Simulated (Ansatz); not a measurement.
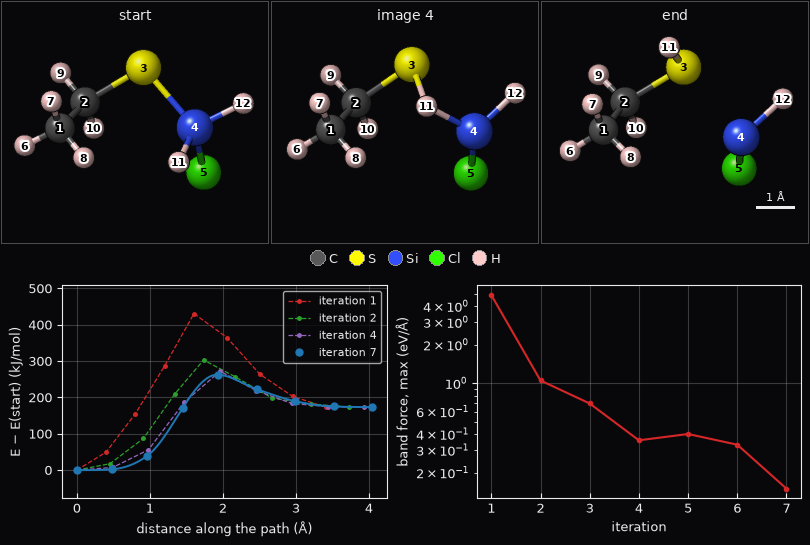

NEB run on C₂H₇ClSSi. Images are numbered from 0 (start) to 8 (end). The plot follows the band through its iterations. A ball-and-stick model, seen from a free direction.

Method: UKS B3LYP-D4/6-31G* (Ansatz 0.2.0). Settings: 7 movable images; climbing image; force threshold 0.2 eV/Å; iteration limit 60; starting path through a guess of the saddle point.

### Judge this run.

The run is converged, with reservations. The band converged in 7 iterations. The largest component of the band force went from 4.9 to 0.15 eV/Å. The climbing image converged on the top of the path. Its curvatures weren't checked. The force threshold is loose. The first iteration put the highest image at 430.9 kJ/mol. The highest point, image 4, lies 262.8 kJ/mol above the start and 89.2 kJ/mol above the end; the end is at +173.6 kJ/mol relative to the start.

Cost: 100 s on 2 threads of AMD EPYC 9R45 96-Core Processor (Zen 5) (shared host), peak memory 0.4 GiB.
